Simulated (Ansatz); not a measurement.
# CH6AlClF2O: two geometries relaxed, part 2 of 2

Aim: relax the geometries before and after the reaction (exchange6), and see whether they are two minima and how far apart in energy. Meant to form: Al1–F6, H5–F8, H7–O2; to break: Al1–O2, H5–F6, H7–F8. The start is a guess near the saddle point, from which both ends are pulled out.

Ansatz 0.2.0; RKS B3LYP/6-31G*. The steps go on from the part before.

**4. Pulling towards end B**

Springs on the bonds that form and break draw the guess towards this end; the thresholds are loose.

File input.yaml:

```yaml
crystal:
  periodic: [false, false, false]
  atoms:
    - { symbol: Al, position_ang: [-1.0185, -0.12, -0.1015] }
    - { symbol: O, position_ang: [0.5463, -1.0042, 1.1317] }
    - { symbol: C, position_ang: [-0.3098, -0.282, -1.9319] }
    - { symbol: Cl, position_ang: [-2.7908, -0.3711, 0.8426] }
    - { symbol: H, position_ang: [0.8125, 1.5992, 1.2007] }
    - { symbol: F, position_ang: [-0.2016, 1.7076, 0.5724] }
    - { symbol: H, position_ang: [1.2881, -0.0537, 1.5339] }
    - { symbol: F, position_ang: [1.7079, 1.0479, 1.7742] }
    - { symbol: H, position_ang: [0.3863, -1.5918, 1.8645] }
    - { symbol: H, position_ang: [-0.6399, -1.1776, -2.458] }
    - { symbol: H, position_ang: [-0.558, 0.5705, -2.5645] }
    - { symbol: H, position_ang: [0.7776, -0.3249, -1.8641] }
basis:
  gaussian: { orbitals: "6-31G*" }
hamiltonian:
  xc: b3lyp
relax:
  f_tol: 0.15
  max_steps: 25
  restrain:
    - { distance: [0, 5], at: 1.78, k: 30.0 }
    - { distance: [4, 7], at: 0.88, k: 30.0 }
    - { distance: [6, 1], at: 0.97, k: 30.0 }
    - { distance: [0, 1], at: 3.17, k: 30.0 }
    - { distance: [4, 5], at: 2.18, k: 30.0 }
    - { distance: [6, 7], at: 2.18, k: 30.0 }
```

Started as:

```bash
ansatz run input.yaml --threads 2 --pin off --max-ram 3072MiB --backend cpu --events-out ev --progress --plain --runs-dir out
```

The log of the run:

```text
Warning: RAYON_NUM_THREADS=2 ignored (pool sized by the plan → 2); use --threads N
The last accepted step is kept in <dir> (removed where the run ends without a failure and the disk answers)
Engine: ansatz 0.2.0, aarch64-unknown-linux-gnu
Functional definition: B3LYP
  parameter a0 = 0.2
  parameter ax = 0.72
  parameter ac = 0.81
  exchange = (1 - a0 - ax)*slater_x + ax*b88_x + a0*exact_x
  correlation = (1 - ac)*vwn_rpa_c + ac*lyp_c
1132 factors; integrals over basis functions are off by at most 5.8e-4 eV
mean field evaluation 1: about -27729.1888 eV, gradient 7.3e1 eV
mean field evaluation 2: about -27718.8237 eV, gradient 1.0e2 eV
mean field evaluation 4: about -27739.1077 eV, gradient 3.9e0 eV
mean field evaluation 8: about -27739.1455 eV, gradient 9.6e-2 eV
mean field -27739.14552875 eV, -1019.3947959133 hartree, gradient 5.9e-5 eV, S^2 0.000000; 0 other end points of the search recorded, 0 dependent functions left out
the calculation of the forces begins
reference -27739.14579552 eV, -1019.3948057169 hartree; 34, 34 occupied and 76, 76 virtual orbitals, 1132 factors
relax step   1: F+E_penalty+E_count = -27739.14552875 eV  Δ(F+E_penalty+E_count) = +0.000e0 eV  max|allowed force component| = 4.323e0 eV/Å  E_restraint = 48.02195868 eV  max|allowed force component, restraints' pulls added| = 3.447e1 eV/Å  Δτ_max = 0.0000 Å  (26 SCF iters, accepted)
  distance Al 0 - F 5 = 2.1122 Å
  distance H 4 - F 7 = 1.1977 Å
  distance H 6 - O 1 = 1.2710 Å
  distance Al 0 - O 1 = 2.1797 Å
  distance H 4 - F 5 = 1.1979 Å
  distance H 6 - F 7 = 1.2031 Å
these checks for a lower state are left out or cut short: starts, cluster_reference, orbital_swaps, neighbouring_geometries, increment
1132 factors; integrals over basis functions are off by at most 5.6e-4 eV
mean field evaluation 16: about -27737.8419 eV, gradient 2.0e1 eV
mean field -27739.39136616 eV, -1019.4038302717 hartree, gradient 2.4e-5 eV, S^2 0.000000; 0 other end points of the search recorded, 0 dependent functions left out
the calculation of the forces begins
reference -27739.39163524 eV, -1019.4038401601 hartree; 34, 34 occupied and 76, 76 virtual orbitals, 1132 factors
relax step   2: F+E_penalty+E_count = -27739.39136616 eV  Δ(F+E_penalty+E_count) = -2.458e-1 eV  max|allowed force component| = 3.681e0 eV/Å  E_restraint = 20.45074120 eV  max|allowed force component, restraints' pulls added| = 2.328e1 eV/Å  Δτ_max = 0.1950 Å  (32 SCF iters, accepted)
  distance Al 0 - F 5 = 1.9369 Å
  distance H 4 - F 7 = 1.0419 Å
  distance H 6 - O 1 = 1.0736 Å
  distance Al 0 - O 1 = 2.5360 Å
  distance H 4 - F 5 = 1.5114 Å
  distance H 6 - F 7 = 1.5070 Å
these checks for a lower state are left out or cut short: starts, cluster_reference, orbital_swaps, neighbouring_geometries, increment
1132 factors; integrals over basis functions are off by at most 4.3e-4 eV
mean field -27739.01385543 eV, -1019.3899570081 hartree, gradient 1.9e-5 eV, S^2 0.000000; 0 other end points of the search recorded, 0 dependent functions left out
the calculation of the forces begins
reference -27739.01412741 eV, -1019.3899670031 hartree; 34, 34 occupied and 76, 76 virtual orbitals, 1132 factors
relax step   3: F+E_penalty+E_count = -27739.01385543 eV  Δ(F+E_penalty+E_count) = +3.775e-1 eV  max|allowed force component| = 5.972e0 eV/Å  E_restraint = 4.30442481 eV  max|allowed force component, restraints' pulls added| = 1.031e1 eV/Å  Δτ_max = 0.1950 Å  (32 SCF iters, accepted)
  distance Al 0 - F 5 = 1.7615 Å
  distance H 4 - F 7 = 0.8501 Å
  distance H 6 - O 1 = 0.8931 Å
  distance Al 0 - O 1 = 2.8541 Å
  distance H 4 - F 5 = 1.8933 Å
  distance H 6 - F 7 = 1.8673 Å
these checks for a lower state are left out or cut short: starts, cluster_reference, orbital_swaps, neighbouring_geometries, increment
1132 factors; integrals over basis functions are off by at most 4.3e-4 eV
mean field evaluation 32: about -27738.9746 eV, gradient 9.6e0 eV
mean field -27739.29281217 eV, -1019.4002084793 hartree, gradient 1.4e-5 eV, S^2 0.000000; 0 other end points of the search recorded, 0 dependent functions left out
the calculation of the forces begins
reference -27739.29308626 eV, -1019.4002185518 hartree; 34, 34 occupied and 76, 76 virtual orbitals, 1132 factors
relax step   4: F+E_penalty+E_count = -27739.29281217 eV  Δ(F+E_penalty+E_count) = -2.790e-1 eV  max|allowed force component| = 1.588e0 eV/Å  E_restraint = 0.40520756 eV  max|allowed force component, restraints' pulls added| = 2.899e0 eV/Å  Δτ_max = 0.1959 Å  (29 SCF iters, accepted)
  distance Al 0 - F 5 = 1.7139 Å
  distance H 4 - F 7 = 0.9243 Å
  distance H 6 - O 1 = 0.9448 Å
  distance Al 0 - O 1 = 3.0855 Å
  distance H 4 - F 5 = 2.1021 Å
  distance H 6 - F 7 = 2.0973 Å
these checks for a lower state are left out or cut short: starts, cluster_reference, orbital_swaps, neighbouring_geometries, increment
1132 factors; integrals over basis functions are off by at most 4.3e-4 eV
mean field -27739.42026655 eV, -1019.4048923412 hartree, gradient 1.6e-5 eV, S^2 0.000000; 0 other end points of the search recorded, 0 dependent functions left out
the calculation of the forces begins
reference -27739.42054439 eV, -1019.4049025518 hartree; 34, 34 occupied and 76, 76 virtual orbitals, 1132 factors
relax step   5: F+E_penalty+E_count = -27739.42026655 eV  Δ(F+E_penalty+E_count) = -1.275e-1 eV  max|allowed force component| = 9.794e-1 eV/Å  E_restraint = 0.10298722 eV  max|allowed force component, restraints' pulls added| = 1.426e0 eV/Å  Δτ_max = 0.1937 Å  (27 SCF iters, accepted)
  distance Al 0 - F 5 = 1.7265 Å
  distance H 4 - F 7 = 0.9387 Å
  distance H 6 - O 1 = 0.9657 Å
  distance Al 0 - O 1 = 3.1537 Å
  distance H 4 - F 5 = 2.1649 Å
  distance H 6 - F 7 = 2.1729 Å
these checks for a lower state are left out or cut short: starts, cluster_reference, orbital_swaps, neighbouring_geometries, increment
1132 factors; integrals over basis functions are off by at most 4.3e-4 eV
mean field -27739.40716588 eV, -1019.4044109007 hartree, gradient 9.1e-6 eV, S^2 0.000000; 0 other end points of the search recorded, 0 dependent functions left out
the calculation of the forces begins
reference -27739.40744682 eV, -1019.4044212248 hartree; 34, 34 occupied and 76, 76 virtual orbitals, 1132 factors
relax step   6: F+E_penalty+E_count = -27739.40716588 eV  Δ(F+E_penalty+E_count) = +1.310e-2 eV  max|allowed force component| = 1.319e0 eV/Å  E_restraint = 0.06283871 eV  max|allowed force component, restraints' pulls added| = 4.816e-1 eV/Å  Δτ_max = 0.1873 Å  (28 SCF iters, accepted)
  distance Al 0 - F 5 = 1.7347 Å
  distance H 4 - F 7 = 0.9226 Å
  distance H 6 - O 1 = 0.9739 Å
  distance Al 0 - O 1 = 3.1565 Å
  distance H 4 - F 5 = 2.1700 Å
  distance H 6 - F 7 = 2.1744 Å
these checks for a lower state are left out or cut short: starts, cluster_reference, orbital_swaps, neighbouring_geometries, increment
1132 factors; integrals over basis functions are off by at most 4.3e-4 eV
mean field -27739.27024411 eV, -1019.3993791184 hartree, gradient 5.9e-6 eV, S^2 0.000000; 0 other end points of the search recorded, 0 dependent functions left out
the calculation of the forces begins
reference -27739.27052025 eV, -1019.3993892663 hartree; 34, 34 occupied and 76, 76 virtual orbitals, 1132 factors
relax step   7: F+E_penalty+E_count = -27739.27024411 eV  Δ(F+E_penalty+E_count) = +1.369e-1 eV  max|allowed force component| = 2.461e0 eV/Å  E_restraint = 0.06468816 eV  max|allowed force component, restraints' pulls added| = 3.086e0 eV/Å  Δτ_max = 0.1950 Å  (34 SCF iters, rejected (line search))
  distance Al 0 - F 5 = 1.7492 Å
  distance H 4 - F 7 = 0.9232 Å
  distance H 6 - O 1 = 1.0055 Å
  distance Al 0 - O 1 = 3.1568 Å
  distance H 4 - F 5 = 2.1766 Å
  distance H 6 - F 7 = 2.1728 Å
these checks for a lower state are left out or cut short: starts, cluster_reference, orbital_swaps, neighbouring_geometries, increment
1132 factors; integrals over basis functions are off by at most 4.3e-4 eV
mean field evaluation 64: about -27739.4569 eV, gradient 2.3e-4 eV
mean field -27739.45688025 eV, -1019.4062378700 hartree, gradient 8.7e-6 eV, S^2 0.000000; 0 other end points of the search recorded, 0 dependent functions left out
the calculation of the forces begins
reference -27739.45716008 eV, -1019.4062481537 hartree; 34, 34 occupied and 76, 76 virtual orbitals, 1132 factors
relax step   8: F+E_penalty+E_count = -27739.45688025 eV  Δ(F+E_penalty+E_count) = -4.971e-2 eV  max|allowed force component| = 1.155e0 eV/Å  E_restraint = 0.06411511 eV  max|allowed force component, restraints' pulls added| = 1.356e-1 eV/Å  Δτ_max = 0.0975 Å  (28 SCF iters, accepted)
  distance Al 0 - F 5 = 1.7330 Å
  distance H 4 - F 7 = 0.9195 Å
  distance H 6 - O 1 = 0.9714 Å
  distance Al 0 - O 1 = 3.1511 Å
  distance H 4 - F 5 = 2.1695 Å
  distance H 6 - F 7 = 2.1736 Å
these checks for a lower state are left out or cut short: starts, cluster_reference, orbital_swaps, neighbouring_geometries, increment
1132 factors; integrals over basis functions are off by at most 4.3e-4 eV
mean field -27739.45845306 eV, -1019.4062956696 hartree, gradient 2.3e-5 eV, S^2 0.000000; 0 other end points of the search recorded, 0 dependent functions left out
the calculation of the forces begins
reference -27739.45873161 eV, -1019.4063059062 hartree; 34, 34 occupied and 76, 76 virtual orbitals, 1132 factors
relax step   9: F+E_penalty+E_count = -27739.45845306 eV  Δ(F+E_penalty+E_count) = -1.573e-3 eV  max|allowed force component| = 1.136e0 eV/Å  E_restraint = 0.06343065 eV  max|allowed force component, restraints' pulls added| = 3.732e-1 eV/Å  Δτ_max = 0.0977 Å  (27 SCF iters, accepted)
  distance Al 0 - F 5 = 1.7330 Å
  distance H 4 - F 7 = 0.9196 Å
  distance H 6 - O 1 = 0.9725 Å
  distance Al 0 - O 1 = 3.1537 Å
  distance H 4 - F 5 = 2.1692 Å
  distance H 6 - F 7 = 2.1722 Å
these checks for a lower state are left out or cut short: starts, cluster_reference, orbital_swaps, neighbouring_geometries, increment
1132 factors; integrals over basis functions are off by at most 4.2e-4 eV
mean field -27739.46335756 eV, -1019.4064759066 hartree, gradient 5.7e-6 eV, S^2 0.000000; 0 other end points of the search recorded, 0 dependent functions left out
the calculation of the forces begins
reference -27739.46363572 eV, -1019.4064861288 hartree; 34, 34 occupied and 76, 76 virtual orbitals, 1132 factors
relax step  10: F+E_penalty+E_count = -27739.46335756 eV  Δ(F+E_penalty+E_count) = -4.904e-3 eV  max|allowed force component| = 1.148e0 eV/Å  E_restraint = 0.06280655 eV  max|allowed force component, restraints' pulls added| = 1.033e-1 eV/Å  Δτ_max = 0.0612 Å  (28 SCF iters, accepted)
  distance Al 0 - F 5 = 1.7339 Å
  distance H 4 - F 7 = 0.9193 Å
  distance H 6 - O 1 = 0.9712 Å
  distance Al 0 - O 1 = 3.1517 Å
  distance H 4 - F 5 = 2.1690 Å
  distance H 6 - F 7 = 2.1722 Å
1132 factors; integrals over basis functions are off by at most 4.2e-4 eV
mean field evaluation 96: about -27739.4634 eV, gradient 4.1e-4 eV
mean field -27739.46335756 eV, -1019.4064759066 hartree, gradient 5.7e-6 eV, S^2 0.000000; 1 other end points of the search recorded, 0 dependent functions left out
the calculation of the forces begins
reference -27739.46363572 eV, -1019.4064861288 hartree; 34, 34 occupied and 76, 76 virtual orbitals, 1132 factors
Total energy: -27739.46363572 eV, -1019.4064861288 hartree
Atom 0 at    -1.103226     0.279518    -0.402689 Å, force     0.713296     0.843006     0.971417 eV/Å
Atom 1 at     0.917707    -1.315049     1.415582 Å, force    -0.360625     0.244887    -0.334745 eV/Å
Atom 2 at    -0.461848    -0.248923    -2.153998 Å, force    -0.021619    -0.019481    -0.010447 eV/Å
Atom 3 at    -2.754025    -0.575089     0.618869 Å, force     0.071774     0.033642    -0.053440 eV/Å
Atom 4 at     1.222918     1.865724     1.627520 Å, force    -1.140538     0.431428    -0.819696 eV/Å
Atom 5 at    -0.521991     1.731333     0.346171 Å, force    -0.177072    -1.148365    -0.445239 eV/Å
Atom 6 at     1.421197    -0.576255     1.794961 Å, force     0.067802     0.247920     0.052671 eV/Å
Atom 7 at     1.907675     1.514043     2.129976 Å, force     0.818030    -0.671660     0.602130 eV/Å
Atom 8 at     0.348407    -1.618334     2.139594 Å, force     0.003357     0.001526     0.001000 eV/Å
Atom 9 at    -0.927880    -1.181920    -2.489399 Å, force     0.009174     0.023792     0.030709 eV/Å
Atom 10 at    -0.671710     0.525191    -2.901747 Å, force     0.006039     0.008067     0.013470 eV/Å
Atom 11 at     0.622876    -0.400341    -2.124840 Å, force     0.010383     0.005238    -0.007830 eV/Å
Dipole moment:     0.043663     0.000237    -0.198999 e Å
```

It took 37 s on 2 threads of Arm Neoverse V2, shared host; peak memory 0.27 GiB.

Step by step:

| step | energy from step 1 (eV) | largest force component (eV/Å) |
| --- | --- | --- |
| 1 | 0.0000 | 4.3229 |
| 2 | -0.2458 | 3.6810 |
| 3 | 0.1317 | 5.9717 |
| 4 | -0.1473 | 1.5876 |
| 5 | -0.2747 | 0.9794 |
| 6 | -0.2616 | 1.3188 |
| 7x | -0.1247 | 2.4608 |
| 8 | -0.3114 | 1.1550 |
| 9 | -0.3129 | 1.1365 |
| 10 | -0.3178 | 1.1484 |

Step 1 is the start. 1 step was tried and not accepted (marked x). Energies and forces in the table leave out the springs, which the log lists apart; the run stops on the force with the springs' pull added.

After: Bond lengths: Al1–C3 1.938 Å, Al1–Cl4 2.121 Å, Al1–F6 1.734 Å, O2–H7 0.971 Å, H5–F8 0.919 Å, O2–H9 0.970 Å, C3–H10 1.096 Å, C3–H11 1.097 Å, C3–H12 1.096 Å. Angles: Al1–C3–H10 111.6°, Al1–C3–H11 111.1°, Al1–C3–H12 110.0°, H10–C3–H11 108.1°, H10–C3–H12 108.2°, H11–C3–H12 107.8°, C3–Al1–Cl4 125.6°, C3–Al1–F6 120.5°, Cl4–Al1–F6 113.0°, H7–O2–H9 104.5°.

Pairs that crossed the distance rule for bonds on the way: came closer O2–H7, H5–F8; moved apart Al1–O2.

**5. Relaxing end B**

It starts where the restrained run ended.

File input.yaml:

```yaml
crystal:
  periodic: [false, false, false]
  atoms:
    - { symbol: Al, position_ang: [-1.103226, 0.279518, -0.402689] }
    - { symbol: O, position_ang: [0.917707, -1.315049, 1.415582] }
    - { symbol: C, position_ang: [-0.461848, -0.248923, -2.153998] }
    - { symbol: Cl, position_ang: [-2.754025, -0.575089, 0.618869] }
    - { symbol: H, position_ang: [1.222918, 1.865724, 1.62752] }
    - { symbol: F, position_ang: [-0.521991, 1.731333, 0.346171] }
    - { symbol: H, position_ang: [1.421197, -0.576255, 1.794961] }
    - { symbol: F, position_ang: [1.907675, 1.514043, 2.129976] }
    - { symbol: H, position_ang: [0.348407, -1.618334, 2.139594] }
    - { symbol: H, position_ang: [-0.92788, -1.18192, -2.489399] }
    - { symbol: H, position_ang: [-0.67171, 0.525191, -2.901747] }
    - { symbol: H, position_ang: [0.622876, -0.400341, -2.12484] }
basis:
  gaussian: { orbitals: "6-31G*" }
hamiltonian:
  xc: b3lyp
relax:
  f_tol: 0.03
  max_steps: 50
```

Started as:

```bash
ansatz run input.yaml --threads 2 --pin off --max-ram 3072MiB --backend cpu --events-out ev --progress --plain --runs-dir out
```

The log of the run, cut to the lines that bear on the results:

```text
Warning: RAYON_NUM_THREADS=2 ignored (pool sized by the plan → 2); use --threads N
[...]
[... 1 set-up line as earlier in the session ...]
[...]
1128 factors; integrals over basis functions are off by at most 4.2e-4 eV
[...]
mean field -27739.46338582 eV, -1019.4064769451 hartree, gradient 5.7e-5 eV, S^2 0.000000; 0 other end points of the search recorded, 0 dependent functions left out
[...]
reference -27739.46366239 eV, -1019.4064871091 hartree; 34, 34 occupied and 76, 76 virtual orbitals, 1128 factors
relax step   1: F+E_penalty+E_count = -27739.46338582 eV  Δ(F+E_penalty+E_count) = +0.000e0 eV  max|allowed force component| = 1.148e0 eV/Å  Δτ_max = 0.0000 Å  (25 SCF iters, accepted)
[...]
relax step   5: F+E_penalty+E_count = -27740.59242726 eV  Δ(F+E_penalty+E_count) = -4.379e-2 eV  max|allowed force component| = 1.707e0 eV/Å  Δτ_max = 0.1959 Å  (27 SCF iters, accepted)
[...]
Atom 2 at    -0.329335    -0.283288    -1.960885 Å, force    -0.006745     0.000044    -0.021549 eV/Å
Atom 3 at    -2.523110    -0.489759     0.855904 Å, force    -0.003589     0.003456    -0.004396 eV/Å
Atom 4 at     1.034408     1.599321     1.439727 Å, force    -0.003481    -0.002718     0.006857 eV/Å
Atom 5 at    -0.151627     1.641105     0.469896 Å, force     0.001063     0.006030    -0.003761 eV/Å
Atom 6 at     1.140121    -0.284904     1.550680 Å, force    -0.004426    -0.004447    -0.007658 eV/Å
Atom 7 at     1.705964     1.151279     1.984597 Å, force     0.003185     0.001468    -0.003597 eV/Å
Atom 8 at     0.041727    -1.436035     1.729975 Å, force    -0.006238    -0.002164    -0.002247 eV/Å
Atom 9 at    -0.565007    -1.323018    -2.219828 Å, force     0.006426     0.024278     0.005250 eV/Å
Atom 10 at    -0.932075     0.360057    -2.614857 Å, force     0.016724    -0.018103     0.014597 eV/Å
Atom 11 at     0.724676    -0.108683    -2.214004 Å, force    -0.019227    -0.004011     0.003698 eV/Å
Dipole moment:     0.445763    -0.288881     0.120915 e Å
```

Wall time 65 s (2 threads of Arm Neoverse V2, shared host); peak memory 0.26 GiB.

The steps of the relaxation:

| step | energy from step 1 (eV) | largest force component (eV/Å) |
| --- | --- | --- |
| 1 | 0.0000 | 1.1481 |
| 2 | -0.2601 | 0.8662 |
| 3 | -0.6337 | 1.4863 |
| 4 | -1.0852 | 0.8734 |
| 5 | -1.1290 | 1.7070 |
| 6 | -1.2838 | 0.4042 |
| 7 | -1.2998 | 0.0880 |
| 8 | -1.3041 | 0.0715 |
| 9 | -1.3050 | 0.0328 |
| 10 | -1.3061 | 0.0212 |
| 11x | -1.2904 | 0.6059 |
| 12 | -1.3066 | 0.0323 |
| 13x | -1.3063 | 0.1333 |
| 14x | -1.3050 | 0.2000 |
| 15 | -1.3067 | 0.0060 |
| 16 | -1.3071 | 0.0382 |
| 17 | -1.3072 | 0.0366 |
| 18 | -1.3073 | 0.0243 |

Step 1 is the start. 3 steps were tried and not accepted (marked x).

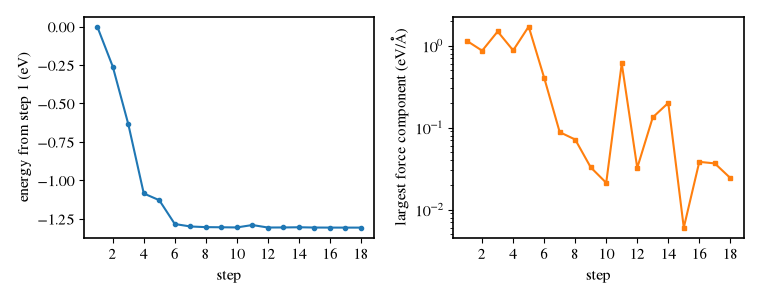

How energy and force went from step to step.

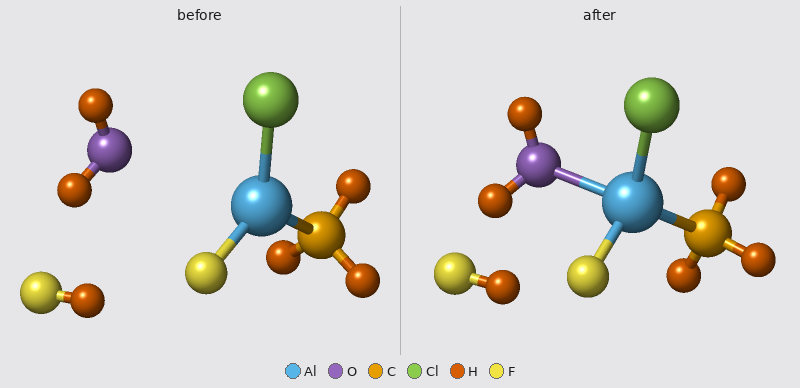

The structure before (left) and after (right), drawn at the same scale.

After: Bond lengths: Al1–O2 1.958 Å, Al1–C3 1.944 Å, Al1–Cl4 2.152 Å, Al1–F6 1.726 Å, O2–H7 1.004 Å, H5–F8 0.974 Å, O2–H9 0.974 Å, C3–H10 1.097 Å, C3–H11 1.098 Å, C3–H12 1.098 Å. Angles (14 of 15 angles, heavy atoms first): O2–Al1–C3 110.8°, O2–Al1–Cl4 97.6°, O2–Al1–F6 94.9°, C3–Al1–Cl4 121.6°, C3–Al1–F6 115.5°, Cl4–Al1–F6 111.4°, Al1–O2–H7 109.2°, Al1–O2–H9 111.3°, Al1–C3–H10 111.9°, Al1–C3–H11 111.2°, Al1–C3–H12 111.4°, H7–O2–H9 108.1°, H10–C3–H11 107.3°, H10–C3–H12 107.6°.

Pairs that crossed the distance rule for bonds on the way: came closer Al1–O2.

**6. Summary of results**

What follows sums up all 2 parts.

| quantity | value |
| --- | --- |
| end A | 13 moves, 2.155 eV lower |
| end B | 14 moves, 1.307 eV lower |
| largest difference between the ends | 0.04 Å |
| end B relative to end A | -0.000 eV |

**Reading.** Both starts fell into the same minimum (no atom differs by more than 0.04 Å), so from this start no second minimum was found and no band was run; another arrangement could still be one.
